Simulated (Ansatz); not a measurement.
# Resistivity from frozen vibrations: W(100) with 4 thermally displaced layers, 2x2

How much do lattice vibrations at 180 K scatter the electrons of W? Layers with random displacements are laid between perfect leads, and the resistance is followed against their length.

Program: Ansatz 0.2.0. Level of theory: Ansatz plane-wave DFT, PBE, PAW files; ballistic transport by layer matching (Landauer), zero bias; PAW set soft_1. Results are calculated unless marked as measured.

### 1. Set-up

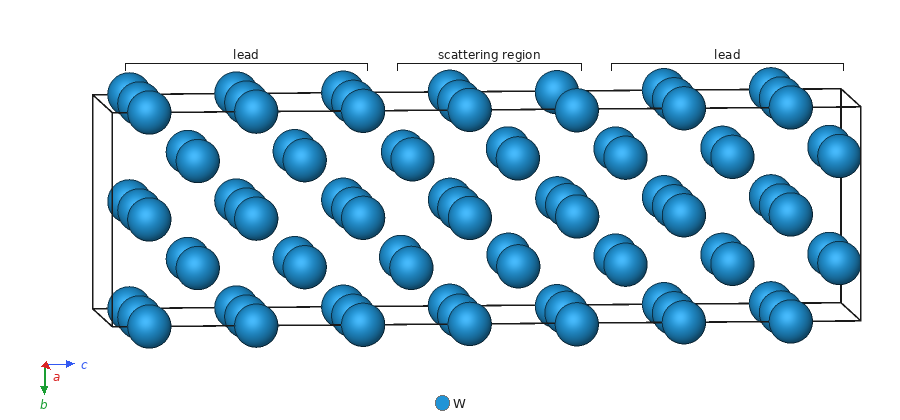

The starting structure, seen from the side, with the c axis across the page (tungsten blue). Some periodic images of atoms are drawn too.

The cell holds 56 atoms: 56 W. Cell: a = 6.330 Å, b = 6.330 Å, c = 22.154 Å, α = 90.0°, β = 90.0°, γ = 90.0°. It derives from W. Regions: lead, 40 atoms (40 W); scattering region, 16 atoms (16 W). The structure is stacked along c, and the current runs across the ab planes.

### 2. With 4 displaced layers

Each atom of 4 layers is moved at random, by amounts drawn from a normal law 0.0317 Å wide in each direction from the Debye model (400 K) at 180 K. The layers about the cell's end stay perfect and serve as the lead. Disorder leaves little or no symmetry, which makes such runs dear. Energies from -0.05 to 0.05 eV in steps of 0.05 eV are too few for the program's thermal sum, so it prints no conductance; for a metal the transmission near the Fermi level serves, at a fraction of the cost.

input.yaml reads:

```yaml
crystal:
  lattice:
    - [6.3296, 0.0, 0.0]
    - [0.0, 6.3296, 0.0]
    - [0.0, 0.0, 22.1536]
  atoms:
    - { symbol: W, position: [0.0, 0.0, 0.0357142857] }
    - { symbol: W, position: [0.0, 0.5, 0.0357142857] }
    - { symbol: W, position: [0.5, 0.0, 0.0357142857] }
    - { symbol: W, position: [0.5, 0.5, 0.0357142857] }
    - { symbol: W, position: [0.25, 0.25, 0.1071428571] }
    - { symbol: W, position: [0.25, 0.75, 0.1071428571] }
    - { symbol: W, position: [0.75, 0.25, 0.1071428571] }
    - { symbol: W, position: [0.75, 0.75, 0.1071428571] }
    - { symbol: W, position: [0.0, 0.0, 0.1785714286] }
    - { symbol: W, position: [0.0, 0.5, 0.1785714286] }
    - { symbol: W, position: [0.5, 0.0, 0.1785714286] }
    - { symbol: W, position: [0.5, 0.5, 0.1785714286] }
    - { symbol: W, position: [0.25, 0.25, 0.25] }
    - { symbol: W, position: [0.25, 0.75, 0.25] }
    - { symbol: W, position: [0.75, 0.25, 0.25] }
    - { symbol: W, position: [0.75, 0.75, 0.25] }
    - { symbol: W, position: [0.0, 0.0, 0.3214285714] }
    - { symbol: W, position: [0.0, 0.5, 0.3214285714] }
    - { symbol: W, position: [0.5, 0.0, 0.3214285714] }
    - { symbol: W, position: [0.5, 0.5, 0.3214285714] }
    - { symbol: W, position: [0.2501714354, 0.2568174906, 0.3946115703] }
    - { symbol: W, position: [0.2474414267, 0.748506043, 0.3921016588] }
    - { symbol: W, position: [0.7528564891, 0.2497189046, 0.3939270654] }
    - { symbol: W, position: [0.7407378987, 0.7578543489, 0.3927190026] }
    - { symbol: W, position: [0.0034112757, 0.9993152849, 0.4637426511] }
    - { symbol: W, position: [0.0023219378, 0.5041339389, 0.4639955878] }
    - { symbol: W, position: [0.499233962, 0.0034379498, 0.463038941] }
    - { symbol: W, position: [0.4924071969, 0.5019803567, 0.4633251208] }
    - { symbol: W, position: [0.2403718127, 0.2459185047, 0.5350444467] }
    - { symbol: W, position: [0.2440175316, 0.7425170973, 0.5357667698] }
    - { symbol: W, position: [0.7544986207, 0.2488311244, 0.5346490756] }
    - { symbol: W, position: [0.7519302787, 0.7535960708, 0.535284517] }
    - { symbol: W, position: [0.0027308508, 0.0052287602, 0.6068463896] }
    - { symbol: W, position: [0.9959212027, 0.5017430476, 0.6074974693] }
    - { symbol: W, position: [0.5055092181, 0.9935593799, 0.6061950888] }
    - { symbol: W, position: [0.4957976056, 0.4913060112, 0.6073239761] }
    - { symbol: W, position: [0.25, 0.25, 0.6785714286] }
    - { symbol: W, position: [0.25, 0.75, 0.6785714286] }
    - { symbol: W, position: [0.75, 0.25, 0.6785714286] }
    - { symbol: W, position: [0.75, 0.75, 0.6785714286] }
    - { symbol: W, position: [0.0, 0.0, 0.75] }
    - { symbol: W, position: [0.0, 0.5, 0.75] }
    - { symbol: W, position: [0.5, 0.0, 0.75] }
    - { symbol: W, position: [0.5, 0.5, 0.75] }
    - { symbol: W, position: [0.25, 0.25, 0.8214285714] }
    - { symbol: W, position: [0.25, 0.75, 0.8214285714] }
    - { symbol: W, position: [0.75, 0.25, 0.8214285714] }
    - { symbol: W, position: [0.75, 0.75, 0.8214285714] }
    - { symbol: W, position: [0.0, 0.0, 0.8928571429] }
    - { symbol: W, position: [0.0, 0.5, 0.8928571429] }
    - { symbol: W, position: [0.5, 0.0, 0.8928571429] }
    - { symbol: W, position: [0.5, 0.5, 0.8928571429] }
    - { symbol: W, position: [0.25, 0.25, 0.9642857143] }
    - { symbol: W, position: [0.25, 0.75, 0.9642857143] }
    - { symbol: W, position: [0.75, 0.25, 0.9642857143] }
    - { symbol: W, position: [0.75, 0.75, 0.9642857143] }
kpoints:
  mp_grid: { grid: [4, 4, 1] }
hamiltonian:
  xc: pbe
  pseudopotentials: { kind: paw, azcp: { folder: soft_1 } }
scf:
  occupations: { method: fermi_dirac, width: 0.1 }
output:
  transmission: { leads: [[0, 4]], kmesh: [8, 8], e_range: [-0.05, 0.05], de: 0.05 }
  write_potential: true
  write_density: true
  volumetric_format: npy
```

Started as:

```sh
> ansatz run input.yaml --threads 4 --pin off --max-ram 15360MiB --backend cpu --events-out ev --progress --plain --runs-dir out
```

Numbers of over 12 decimals in the logs are rounded to 6 here.

Output:

```text
Engine: ansatz 0.2.0, x86_64-unknown-linux-gnu
Pseudopotentials: kind: paw
Pseudopotential: W, paw, valence charge 14, recommended cutoff 420 eV (normal), soft_1/W.paw.azcp
Functional definition: PBE
  parameter kappa = 0.804
  parameter beta = 0.066725
  exchange = pbe_x(kappa = kappa, mu = beta*pi^2/3)
  correlation = pbe_c(beta = beta)
Crystal: 56 atoms, lattice volume = 887.558 Å³
Basis set: ecut = 420 eV, 17351 PW (Γ)
Bands: 471, of which v1, the nominal top of the filled ones, is band 392 counted from 1 (391 counted from 0)
Symmetry: 1 space group operations
Space group: P1 (ITA 1), of the structure as read, at distance tolerance 9.6e-5 Å
k-points: 10 of 16 (time reversal used)
Non-local potential: W, projectors of the file, l = 0: 3, l = 1: 2, l = 2: 2, l = 3: 1
PAW form: soft (Blöchl's): semilocal exchange-correlation on the pseudo side does not see the compensation charge
PAW one-centre angular grid: W, 590 points (default); XC on 64 Gauss nodes
Initial density: superposition of atomic densities (chi_scale 0.1, normalization cell)
Initial wavefunctions: pseudopotential atomic-orbital guess
Functional: x = pbe(κ = 0.804, μ = 0.219515), c = pbe(β = 0.066725)
SCF iter   1: F=—  HF=-581622.074354 eV  |F-HF|=—  |Δ(HF+E_count)|=         —  Δρ=6.31e-2  dr2=3.05e1  ethr=3.10e-3  ⟨swp⟩=5.2  Hψ=16850  notcnv=0
preconditioner: auto → Kerker (q_TF=auto, 2.672 Å⁻¹)  [metal: Δε(μ)=0.027 eV  Ē_g=5.404 eV  σ=0.100 eV  W_gap=0.07  n_scr=294 (ndim 8)  ℏωp=22.8 eV  f_vac=0.000  D(μ)=25.76/eV (n_scr^D=204)]
SCF iter   2: F=—  HF=-581614.901313 eV  |F-HF|=—  |Δ(HF+E_count)|=    7.17e0  Δρ=3.77e-2  dr2=1.05e1  ethr=3.10e-3  ⟨swp⟩=2.0  Hψ=6034  notcnv=0  defer=9
SCF iter   3: F=—  HF=-581611.297039 eV  |F-HF|=—  |Δ(HF+E_count)|=    3.60e0  Δρ=2.96e-3  dr2=3.17e-2  ethr=1.34e-3  ⟨swp⟩=2.0  Hψ=8556  notcnv=0  defer=9
SCF iter   4: F=—  HF=-581611.313908 eV  |F-HF|=—  |Δ(HF+E_count)|=   1.69e-2  Δρ=3.06e-4  dr2=4.21e-4  ethr=4.04e-6  ⟨swp⟩=2.5  Hψ=8925  notcnv=0
SCF iter   5: F=—  HF=-581611.314069 eV  |F-HF|=—  |Δ(HF+E_count)|=   1.60e-4  Δρ=4.69e-5  dr2=2.95e-5  ethr=5.37e-8  ⟨swp⟩=2.4  Hψ=7858  notcnv=0
SCF iter   6: F=—  HF=-581611.313373 eV  |F-HF|=—  |Δ(HF+E_count)|=   6.96e-4  Δρ=6.76e-6  dr2=2.70e-6  ethr=3.77e-9  ⟨swp⟩=2.5  Hψ=6318  notcnv=0
SCF iter   7: F=—  HF=-581611.313373 eV  |F-HF|=—  |Δ(HF+E_count)|=   1.22e-7  Δρ=1.49e-6  dr2=1.08e-7  ethr=3.44e-10  ⟨swp⟩=1.0  Hψ=4710  notcnv=0
SCF iter   8: F=-581611.313373 eV  HF=-581611.313373 eV  |F-HF|=3.61e-9  |Δ(HF+E_count)|=   3.38e-9  Δρ=3.12e-7  dr2=3.87e-9  ethr=1.28e-11  ⟨swp⟩=6.7  Hψ=8907  notcnv=0
SCF 1 converged in 8 iterations: F = -581611.313373 eV  dr2 = 3.87e-9
  greatest PAW one-centre occupation: 0.999 electrons in one spin orbital (limit 2), on the W atom at site 24 (counted from 0), in its partial waves of l = 0
transmission: 99 of 952 steps passed
transmission: 192 of 952 steps passed
[...]
transmission: 952 of 952 steps passed
SCF converged after 8 iterations
Free energy (F): -581611.313373 eV
Harris-Foulkes:  -581611.313373 eV  (|F-HF|=3.61e-9)
Internal energy: -581610.332889 eV  (E = F + TS)
E sigma→0 (E₀):  -581610.823131 eV
Entropy (-TS):   -0.980484 eV (-17.509 meV/atom)
Fermi energy:    22.483844 eV
--- Per-component energies (eV) ---
  E_band       = -4714.404123
  E_kinetic    = 23622.071527
  E_local      = -30331.324047  (includes V_loc(G=0)·N_el)
  E_nonlocal   = -1426.822349
  E_hartree    = 12742.605243
  E_xc         = -14996.532464
  E_vxc        = -12961.964143  (∫ρ·V_xc dr)
  E_paw        = -480360.820824  (= ΣΔE_a)
  E_vpaw       = -9101.581533  (= ΣTr[D̂ρ^β])
  E_aug_tail   = 0.008259  (compensation charges beyond the density's cutoff)
  E_ewald      = -90859.518234
  E_smearing   = -0.980484  (= −TS)
  E_closure    = 0.000000  (closes the sum)
  Σ components = -581611.313373   (vs F -581611.313373, Δ=0.00e0)
--- Band table (eV; the first three rows and the last of 10) ---
  k-point 0: bands = [... 388 lower, 22.4019, 22.4035, 22.4052, 22.4110, 22.5498, 22.5851, 22.5868, 22.5916, ... 75 higher]
  k-point 1: bands = [... 388 lower, 22.1743, 22.1828, 22.3802, 22.3894, 22.4622, 22.4670, 22.5716, 22.5797, ... 75 higher]
  k-point 2: bands = [... 388 lower, 22.4390, 22.4538, 22.4585, 22.4671, 22.7313, 22.7349, 22.8673, 22.8791, ... 75 higher]
  k-point 9: bands = [... 388 lower, 21.6966, 21.7152, 21.7530, 21.7725, 22.5192, 22.5326, 22.5547, 22.5675, ... 75 higher]
--- Transmission ---
  basis      : 349 plane waves across, 28 finite elements along
  points     : 34, standing for a mesh of 8 x 8
  energies   : 3 from -0.050000 to 0.050000 eV about the Fermi level, 0.050000 eV apart; the leads are filled to 0.000000 eV, and channels, transmission and decay are at 0.000000 eV
  crystal 0  : W4, at the sites [0, 4], period 1.5824 Å, over 15.82 Å; its Hamiltonian steps by up to 1.0 meV
    offset         : up to 0.0000 Å between an atom of the period and one for which it stands
    channels       : 5.656250e0 a spin
    conductance    : none, the energies end too early or step too widely for 300 K: set another output.transmission.e_range or a lower de, or, where they end at an eighth of basis.ecutwfc, a higher one
    slowest decay  : 0.0291 /Å at (0.5000, 0.5000)
  junction   : crystal 0 to crystal 0, 0.70 to 21.27 Å
    transmission   : 5.429210e0 a spin
    conductance    : none, the energies end too early or step too widely for 300 K: set another output.transmission.e_range or a lower de, or, where they end at an eighth of basis.ecutwfc, a higher one
```

Wall time 8.7 min (4 threads of AMD EPYC 9R14 (Zen 4), shared host); peak memory 7.9 GiB.

Numbers from this step:

```
free energy                                    : -581611.3134 eV
energy at zero smearing                        : -581610.8231 eV
Fermi energy                                   : 22.48 eV
cell area                                      : 40.06 Å²
transmission per spin nearest the Fermi level  : 5.429
open channels per spin nearest the Fermi level : 5.656
step of the lead's potential                   : 1 meV
```

Per spin. Table of transmission, zone mean by energy, zero at the Fermi level:

```
energy (eV)  transmission, zone mean
    -0.0500                     5.06
     0.0000                     5.43
     0.0500                     5.35
```

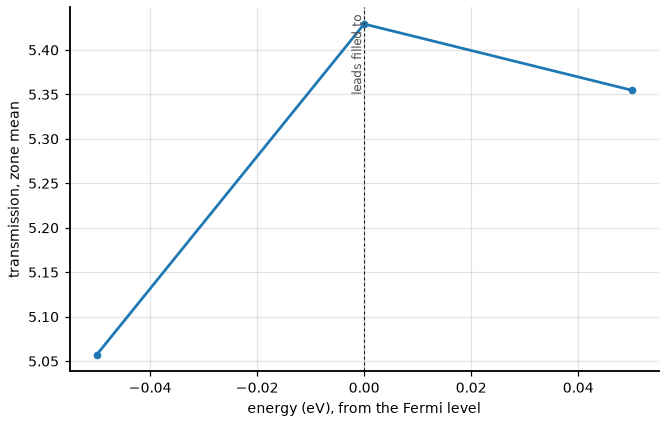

Transmission, zone mean, plotted against energy.

Per spin. The open channels, zone mean, lead by energy, zero at the Fermi level:

```csv
energy (eV),"open channels, zone mean, lead"
-0.0500,5.28
0.0000,5.66
0.0500,5.53
```

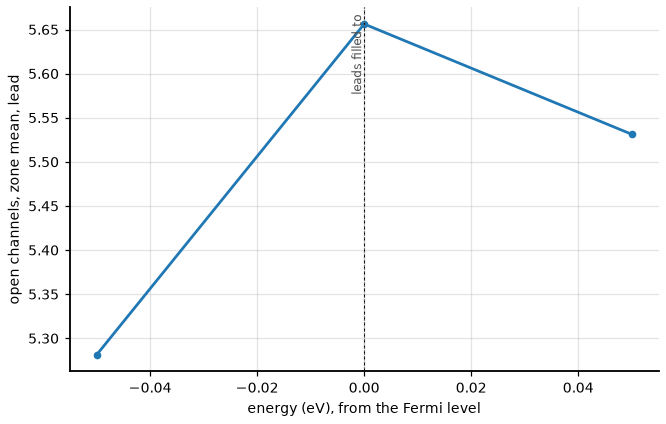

Open channels, zone mean, lead against energy.

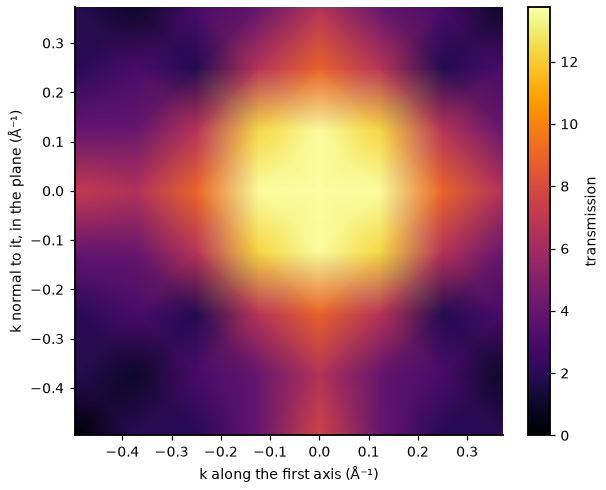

Transmission over k1 and k2. At 0.0000 eV from the Fermi level.

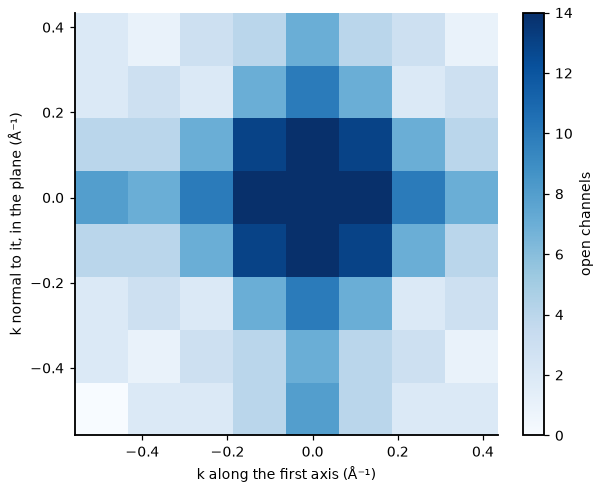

Open channels over k1 and k2. At 0.0000 eV from the Fermi level.

Over the solved energies the transmission per spin lies between 5.06 and 5.43, out of 5.49 channels of the lead on average (up to 5.66).

(Continued in part 2 of 3.)

[Logs are printed without paths, hosts, clocks, repeated set-up lines and the standing remarks that a program may print on its own settings, such as how far it seeks lower states.]

[Hosts, paths, dates, database ids (printed as entryN), source tags and the programs' standing remarks are cut or masked in the printed files.]
